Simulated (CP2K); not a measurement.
Band structure of TiS (P-6m2, 2 atoms in the cell).

```yaml
crystal:
  lattice:
    - [3.26717, 0.00000, 0.00000]
    - [-1.63359, 2.82945, 0.00000]
    - [0.00000, 0.00000, 3.21706]
  atoms:
    - { symbol: Ti, position: [0.66667, 0.33333, 0.00000] }
    - { symbol: S, position: [0.00000, 0.00000, 0.50000] }
```

Method of the run: CP2K with PBEsol, GPW, DZVP-MOLOPT-SR-GTH basis, GTH-PBE potentials (GTH_POTENTIALS).

Settings: CUTOFF = 600 Ry; REL_CUTOFF = 40 Ry; SMEAR/METHOD = GAUSSIAN; SIGMA = 0.2 eV; KPOINTS/SCHEME = MONKHORST-PACK 12 12 10; GAMMA_CENTERED = T; XC_FUNCTIONAL = PBE:PBESOL; Ti/BASIS_SET = DZVP-MOLOPT-SR-GTH; Ti/POTENTIAL = GTH-PBE-q12; S/BASIS_SET = DZVP-MOLOPT-SR-GTH; S/POTENTIAL = GTH-PBE-q6; METHOD = GPW; EPS_DEFAULT = 1e-10; EXTRAPOLATION = USE_GUESS.

The starting cell comes from a database of computed structures (which also holds hypothetical and non-ambient phases and stackings), without a prior relaxation at this level. Spin polarisation is off, so a magnetic state, if there is one, cannot be reached. Values carry the incompleteness of an atom-centred basis. The potentials were made for another functional than the one used.

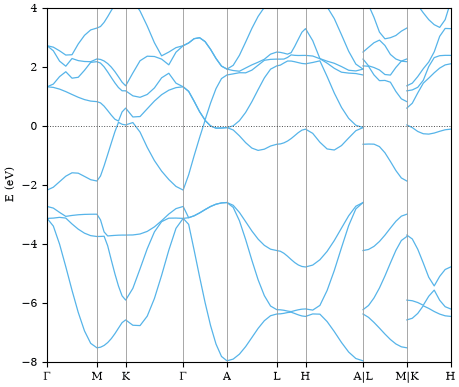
Bands along the path, energies from the Fermi level.

Levels in eV from the Fermi level, bands 6 to 11:
```tsv
point	6	7	8	9	10	11
Γ	-3.14	-3.14	-2.74	-2.18	1.32	1.32
M	-7.53	-3.76	-3.00	-1.88	0.82	2.17
K	-6.58	-5.91	-3.71	0.03	0.60	1.18
A	-7.97	-2.60	-2.60	-0.06	-0.06	1.72
L	-6.38	-6.24	-4.23	-0.63	2.03	2.26
H	-6.47	-6.21	-4.79	-0.12	2.10	2.38
```

Bands cross the Fermi level along this path, so the cell is metallic at this level.

Higher empty bands are left out: an atom-centred basis made for the valence describes them poorly.
